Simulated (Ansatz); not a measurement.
**ZrGeF (element-swapped structure): how the settings move a single-point run**

Aim: see which settings change the result for ZrGeF (element-swapped structure), by how much, and at what cost.

Computed with Ansatz 0.2.0 (reference: DFT PBE, plane waves, PAW, scalar-relativistic, no spin polarisation, unless a step's input says otherwise).

**1. The structure to begin with**

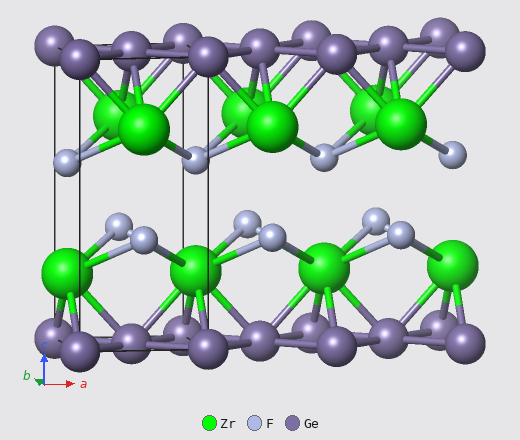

The starting structure, seen slightly off an axis (zirconium green, fluorine light blue, germanium purple). 3×1×1 cells are drawn. Atoms on the faces are drawn again on the opposite ones.

As a file:

```
CELL_PARAMETERS angstrom
3.39998 0.00000 0.00000
0.00000 3.39998 0.00000
0.00000 0.00000 7.63443
ATOMIC_POSITIONS crystal
Zr 0.00000 0.50000 0.24400
Zr 0.50000 0.00000 0.75600
F 0.00000 0.50000 0.62300
F 0.50000 0.00000 0.37700
Ge 0.00000 0.00000 0.00000
Ge 0.50000 0.50000 0.00000
```

**2. Baseline**

Input file input.yaml:

```yaml
crystal:
  lattice:
    - [3.399984, 0.0, 0.0]
    - [0.0, 3.399984, 0.0]
    - [0.0, 0.0, 7.634429]
  atoms:
    - { symbol: Zr, position: [0.0, 0.5, 0.244] }
    - { symbol: Zr, position: [0.5, 0.0, 0.756] }
    - { symbol: F, position: [0.0, 0.5, 0.623] }
    - { symbol: F, position: [0.5, 0.0, 0.377] }
    - { symbol: Ge, position: [0.0, 0.0, 0.0] }
    - { symbol: Ge, position: [0.5, 0.5, 0.0] }
  symmetry: { tolerance: 0.0003 }
kpoints:
  mp_grid: { grid: [5, 5, 3], shift: [0, 0, 0] }
magnetization:
  spin_polarized: false
scf:
  occupations: { method: fermi_dirac }
hamiltonian:
  pseudopotentials: { kind: paw }
  xc: pbe
basis:
  ecutwfc: 420
output:
  forces: true
  stress: true
  eigenvalues: true
```

Started as:

```console
$ ansatz run input.yaml --threads 1 --pin off --max-ram 2560MiB --backend cpu --events-out ev --progress --plain --runs-dir out
```

The program printed, shortened:

```text
Warning: RAYON_NUM_THREADS=1 ignored (pool sized by the plan → 1); use --threads N
[...]
Pseudopotentials: kind: paw
Pseudopotential: Zr, paw, valence charge 12, recommended cutoff 420 eV (normal), Zr.paw.azcp
Pseudopotential: F, paw, valence charge 7, recommended cutoff 420 eV (normal), F.paw.azcp
Pseudopotential: Ge, paw, valence charge 14, recommended cutoff 420 eV (normal), Ge.paw.azcp
Functional definition: PBE
[...]
Crystal: 6 atoms, lattice volume = 88.253 Å³
Basis set: ecut = 420 eV, 1725 PW (Γ), exchange–correlation on 48×48×108 points (8 copies of the dense FFT grid, shifted against one another)
Bands: 40, of which v1, the nominal top of the filled ones, is band 33 counted from 1 (32 counted from 0)
Symmetry: 16 space group operations
Space group: P4/nmm (ITA 129), of the structure as read, at distance tolerance 1.3e-3 Å
k-points: 12 of 75
[...]
SCF iter   1: F=—  HF=-18574.396670 eV  |F-HF|=—  |Δ(HF+E_count)|=         —  Δρ=5.42e-3  dr2=4.33e-2  ethr=1.77e-3  ⟨swp⟩=6.1  Hψ=1979  notcnv=0
[...]
SCF iter   7: F=-18574.395176 eV  HF=-18574.395176 eV  |F-HF|=6.46e-9  |Δ(HF+E_count)|=   1.91e-7  Δρ=7.08e-6  dr2=4.05e-8  ethr=1.52e-10  ⟨swp⟩=5.1  Hψ=1888  notcnv=0
[...]
SCF converged after 7 iterations
Free energy (F): -18574.395176 eV
[...]
E sigma→0 (E₀):  -18574.330326 eV
Entropy (-TS):   -0.129701 eV (-21.617 meV/atom)
Fermi energy:    14.414361 eV
[...]
--- Forces (eV/Å), atoms counted from 1 ---
  atom   1  Zr     0.00000000     0.00000000     6.05774690
  atom   2  Zr     0.00000000     0.00000000    -6.05774690
  atom   3  F      0.00000000     0.00000000    -0.34076858
  atom   4  F      0.00000000     0.00000000     0.34076858
  atom   5  Ge     0.00000000     0.00000000     0.00000000
  atom   6  Ge     0.00000000     0.00000000     0.00000000
[...]
--- Stress (GPa, compression-positive) ---
       25.035059       0.000000       0.000000
        0.000000      25.035059       0.000000
        0.000000       0.000000      36.612083
  P = ⅓ Tr σ = 28.8941 GPa (288.941 kbar)
--- Band table (eV; the first three rows and the last of 12) ---
[...]
```

It took 2.4 s on 1 thread of an Arm CPU, shared host; peak memory 0.36 GiB.

**3. Changing settings: xc lda**

Changes to input.yaml since step 2:

```diff
@@ -21,3 +21,3 @@
   pseudopotentials: { kind: paw }
-  xc: pbe
+  xc: lda
 basis:
@@ -28 +28,5 @@
   eigenvalues: true
+  write_density: true
+  write_potential: true
+  elf: true
+  volumetric_format: npy
```

Started as:

```console
$ ansatz run input.yaml --threads 1 --pin off --max-ram 2560MiB --backend cpu --events-out ev --progress --plain --runs-dir out
```

The program printed, shortened:

```text
Warning: RAYON_NUM_THREADS=1 ignored (pool sized by the plan → 1); use --threads N
[...]
[... 4 set-up lines as earlier in the session ...]
Functional definition: SPW92
[...]
Crystal: 6 atoms, lattice volume = 88.253 Å³
Basis set: ecut = 420 eV, 1725 PW (Γ)
Bands: 40, of which v1, the nominal top of the filled ones, is band 33 counted from 1 (32 counted from 0)
[... 2 set-up lines as earlier in the session ...]
k-points: 12 of 75
[...]
SCF iter   1: F=—  HF=-18174.820358 eV  |F-HF|=—  |Δ(HF+E_count)|=         —  Δρ=1.78e-2  dr2=2.17e-1  ethr=1.77e-3  ⟨swp⟩=6.0  Hψ=1977  notcnv=0
[...]
SCF iter   8: F=-18174.767757 eV  HF=-18174.767757 eV  |F-HF|=3.98e-9  |Δ(HF+E_count)|=   2.60e-8  Δρ=2.94e-6  dr2=8.11e-9  ethr=1.52e-10  ⟨swp⟩=8.2  Hψ=2860  notcnv=0
[...]
SCF converged after 8 iterations
Free energy (F): -18174.767757 eV
[...]
E sigma→0 (E₀):  -18174.701610 eV
Entropy (-TS):   -0.132293 eV (-22.049 meV/atom)
Fermi energy:    14.020673 eV
[...]
--- Forces (eV/Å), atoms counted from 1 ---
  atom   1  Zr     0.00000000     0.00000000     5.70971651
  atom   2  Zr     0.00000000     0.00000000    -5.70971651
  atom   3  F      0.00000000     0.00000000    -0.12525302
  atom   4  F      0.00000000     0.00000000     0.12525302
  atom   5  Ge     0.00000000     0.00000000    -0.00000000
  atom   6  Ge     0.00000000     0.00000000     0.00000000
[...]
--- Stress (GPa, compression-positive) ---
       15.459122       0.000000       0.000000
        0.000000      15.459122       0.000000
        0.000000       0.000000      26.591956
  P = ⅓ Tr σ = 19.1701 GPa (191.701 kbar)
--- Band table (eV; the first three rows and the last of 12) ---
[...]
```

Run time: 3.1 s. Hardware: 1 thread of an Arm CPU, shared host; peak memory 0.36 GiB.

Total energies don't compare across a change of functional; the pressure goes from 28.9 to 19.2 GPa and the largest force goes from 6.06 to 5.71 eV/Å. At this fixed cell a lower pressure means that this functional prefers a smaller volume than the reference.

**4. Changing settings: mixing.algorithm broyden, mixing.beta 0.3, mixing.ndim 16**

Changes to input.yaml since step 2:

```diff
@@ -19,2 +19,3 @@
   occupations: { method: fermi_dirac }
+  mixing: { algorithm: broyden, beta: 0.3, ndim: 16 }
 hamiltonian:
```

Started as:

```console
$ ansatz run input.yaml --threads 1 --pin off --max-ram 2560MiB --backend cpu --events-out ev --progress --plain --runs-dir out
```

The program printed, shortened:

```text
Warning: RAYON_NUM_THREADS=1 ignored (pool sized by the plan → 1); use --threads N
[...]
[... 5 set-up lines as earlier in the session ...]
[...]
Crystal: 6 atoms, lattice volume = 88.253 Å³
Basis set: ecut = 420 eV, 1725 PW (Γ), exchange–correlation on 48×48×108 points (8 copies of the dense FFT grid, shifted against one another)
Bands: 40, of which v1, the nominal top of the filled ones, is band 33 counted from 1 (32 counted from 0)
[... 2 set-up lines as earlier in the session ...]
k-points: 12 of 75
[...]
SCF converged after 8 iterations
Stability not checked: this state was not tested for a lower state beside it, because the mixer in use, unlike msr1, does not test its closes by its own steps (another_mixer; see scf.mixing.algorithm and scf.lower_state_search)
Free energy (F): -18574.395176 eV
[...]
E sigma→0 (E₀):  -18574.330325 eV
Entropy (-TS):   -0.129701 eV (-21.617 meV/atom)
Fermi energy:    14.414376 eV
[...]
--- Forces (eV/Å), atoms counted from 1 ---
  atom   1  Zr     0.00000000     0.00000000     6.05791620
  atom   2  Zr     0.00000000     0.00000000    -6.05791620
  atom   3  F      0.00000000     0.00000000    -0.34083223
  atom   4  F      0.00000000     0.00000000     0.34083223
  atom   5  Ge     0.00000000     0.00000000     0.00000000
  atom   6  Ge     0.00000000     0.00000000     0.00000000
[...]
--- Stress (GPa, compression-positive) ---
       25.035220       0.000000       0.000000
        0.000000      25.035220       0.000000
        0.000000       0.000000      36.612381
  P = ⅓ Tr σ = 28.8943 GPa (288.943 kbar)
--- Band table (eV; the first three rows and the last of 12) ---
[...]
```

Wall time 2.3 s (1 thread of an Arm CPU, shared host); peak memory 0.36 GiB.

With the changed mixing the energy agrees within 0.5 meV/atom. Cost: 8 SCF cycles against 7.

**5. Variant: mp_grid.grid [2, 2, 1], accuracy medium**

Changes to input.yaml since step 2:

```diff
@@ -14,3 +14,3 @@
 kpoints:
-  mp_grid: { grid: [5, 5, 3], shift: [0, 0, 0] }
+  mp_grid: { grid: [2, 2, 1], shift: [0, 0, 0] }
 magnetization:
@@ -28 +28,2 @@
   eigenvalues: true
+accuracy: medium
```

Started as:

```console
$ ansatz run input.yaml --threads 1 --pin off --max-ram 2560MiB --backend cpu --events-out ev --progress --plain --runs-dir out
```

The program printed, shortened:

```text
Warning: RAYON_NUM_THREADS=1 ignored (pool sized by the plan → 1); use --threads N
[...]
[... 5 set-up lines as earlier in the session ...]
[...]
Crystal: 6 atoms, lattice volume = 88.253 Å³
Basis set: ecut = 420 eV, 1725 PW (Γ), exchange–correlation on 48×48×108 points (8 copies of the dense FFT grid, shifted against one another)
Bands: 40, of which v1, the nominal top of the filled ones, is band 33 counted from 1 (32 counted from 0)
[... 2 set-up lines as earlier in the session ...]
k-points: 3 of 4
[...]
SCF iter   1: F=—  HF=-18574.554282 eV  |F-HF|=—  |Δ(HF+E_count)|=         —  Δρ=9.67e-3  dr2=1.13e-1  ethr=1.77e-3  ⟨swp⟩=6.0  Hψ=488  notcnv=0
[...]
SCF iter   8: F=-18574.541765 eV  HF=-18574.541765 eV  |F-HF|=5.54e-9  |Δ(HF+E_count)|=   2.15e-8  Δρ=4.19e-6  dr2=1.76e-8  ethr=1.52e-10  ⟨swp⟩=4.0  Hψ=363  notcnv=0
[...]
SCF converged after 8 iterations
Free energy (F): -18574.541765 eV
[...]
E sigma→0 (E₀):  -18574.480417 eV
Entropy (-TS):   -0.122697 eV (-20.449 meV/atom)
Fermi energy:    13.496754 eV
[...]
--- Forces (eV/Å), atoms counted from 1 ---
  atom   1  Zr     0.00000000     0.00000000     4.70504517
  atom   2  Zr     0.00000000     0.00000000    -4.70504517
  atom   3  F     -0.00000000     0.00000000    -0.25644672
  atom   4  F     -0.00000000    -0.00000000     0.25644672
  atom   5  Ge     0.00000000     0.00000000     0.00000000
  atom   6  Ge     0.00000000    -0.00000000    -0.00000000
[...]
--- Stress (GPa, compression-positive) ---
       26.206354       0.000000       0.000000
        0.000000      26.206354       0.000000
        0.000000       0.000000      25.759944
  P = ⅓ Tr σ = 26.0576 GPa (260.576 kbar)
--- Band table (eV) ---
[...]
```

Run time: 0.93 s. Hardware: 1 thread of an Arm CPU, shared host; peak memory 0.31 GiB.

Changing the k-point mesh and accuracy level moves the energy by -24.4 meV/atom, and the pressure goes from 28.9 to 26.1 GPa and the largest force goes from 6.06 to 4.71 eV/Å. Cost: 8 SCF cycles against 7, 0.93 s against 2.4 s. These settings are too coarse to quote as the system's properties.

**6. Changing settings: lower_state_search off**

Changes to input.yaml since step 2:

```diff
@@ -19,2 +19,3 @@
   occupations: { method: fermi_dirac }
+  lower_state_search: "off"
 hamiltonian:
@@ -28 +29,5 @@
   eigenvalues: true
+  write_density: true
+  write_potential: true
+  elf: true
+  volumetric_format: npy
```

Started as:

```console
$ ansatz run input.yaml --threads 1 --pin off --max-ram 2560MiB --backend cpu --events-out ev --progress --plain --runs-dir out
```

The program printed, shortened:

```text
Warning: RAYON_NUM_THREADS=1 ignored (pool sized by the plan → 1); use --threads N
[...]
[... 5 set-up lines as earlier in the session ...]
[...]
Crystal: 6 atoms, lattice volume = 88.253 Å³
Basis set: ecut = 420 eV, 1725 PW (Γ), exchange–correlation on 48×48×108 points (8 copies of the dense FFT grid, shifted against one another)
Bands: 40, of which v1, the nominal top of the filled ones, is band 33 counted from 1 (32 counted from 0)
[... 2 set-up lines as earlier in the session ...]
k-points: 12 of 75
[...]
SCF iter   7: F=-18574.395176 eV  HF=-18574.395176 eV  |F-HF|=6.46e-9  |Δ(HF+E_count)|=   1.91e-7  Δρ=7.08e-6  dr2=4.05e-8  ethr=1.52e-10  ⟨swp⟩=9.1  Hψ=3296  notcnv=0
[...]
SCF converged after 7 iterations
Free energy (F): -18574.395176 eV
[...]
E sigma→0 (E₀):  -18574.330326 eV
Entropy (-TS):   -0.129701 eV (-21.617 meV/atom)
Fermi energy:    14.414361 eV
[...]
--- Forces (eV/Å), atoms counted from 1 ---
  atom   1  Zr     0.00000000     0.00000000     6.05774555
  atom   2  Zr     0.00000000     0.00000000    -6.05774555
  atom   3  F      0.00000000     0.00000000    -0.34076837
  atom   4  F      0.00000000     0.00000000     0.34076837
  atom   5  Ge     0.00000000     0.00000000    -0.00000000
  atom   6  Ge     0.00000000     0.00000000     0.00000000
[...]
--- Stress (GPa, compression-positive) ---
       25.035056       0.000000       0.000000
        0.000000      25.035056       0.000000
        0.000000       0.000000      36.612079
  P = ⅓ Tr σ = 28.8941 GPa (288.941 kbar)
--- Band table (eV; the first three rows and the last of 12) ---
[...]
```

It took 3.1 s on 1 thread of an Arm CPU, shared host; peak memory 0.37 GiB.

The changed input (search for lower states) leaves the energy the same to the digits printed.

**7. Side by side**

| run | ending | energy change | pressure (GPa) | gap (eV) | force (eV/Å) | cycles | time |
| --- | --- | --- | --- | --- | --- | --- | --- |
| reference | converged | 0 | 28.9 | 0.00 | 6.06 | 7 | 2.4 s |
| 1: xc lda | converged | not comparable | 19.2 | 0.00 | 5.71 | 8 | 3.1 s |
| 2: mixing.algorithm broyden, mixing.beta 0.3, mixing.ndim 16 | converged | 0.0 meV/atom | 28.9 | 0.00 | 6.06 | 8 | 2.3 s |
| 3: mp_grid.grid [2, 2, 1], accuracy medium | converged | -24.4 meV/atom | 26.1 | 0.00 | 4.71 | 8 | 0.93 s |
| 4: lower_state_search off | converged | 0.0 meV/atom | 28.9 | 0.00 | 6.06 | 7 | 3.1 s |

Times don't compare one to one where runs were asked for different outputs or read a saved state (see the inputs); cycles may leave out searches for a lower state.

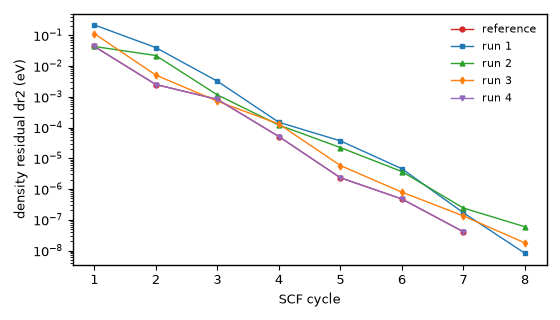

Residual by cycle in the longest SCF loop of each run; runs are numbered as in the table.

**Reading.** Of the converged runs whose energies compare with the reference's, «mp_grid.grid [2, 2, 1], accuracy medium» moves the energy most (-24.4 meV/atom). The structure is not at rest: the sound run finds 29 GPa, so these are no properties of the relaxed crystal. 

The reference is no final answer either: its mesh is coarse for a cell with so small a gap or none; the structure is made up and not relaxed.
